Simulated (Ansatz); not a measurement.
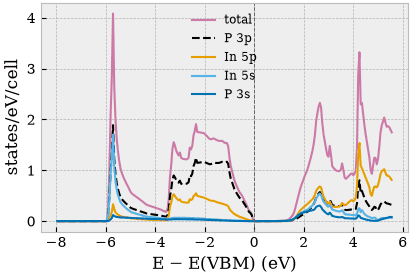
Figure: Total and projected density of states of InP (zinc blende, space group No. 216), LDA (plane waves, PAW; program Ansatz)

Problem. Which orbitals carry the states next to the gap?

Solution. Top 1 eV of the valence band: P 3p 80 %, In 5p 16 %. Bottom 1 eV of the conduction band: In 5s 36 %, P 3s 27 %, P 3p 19 %, In 5p 14 %. Projections are on Löwdin-orthogonalised atomic valence shells; empty p or d shells of many metals are not among them.

Problem. Where is the tallest occupied peak in this window, and what makes it?

Solution. Near -5.7 eV, about 4.1 states/eV per cell; the largest projected share is P 3p.

Space group F-43m (zinc blende). The cell was relaxed with LDA under the symmetry of its start; of distortions, only those at the zone centre were tested. Spin–orbit coupling is left out wherever it is not named.

Potentials: the later of the program's two PAW sets.
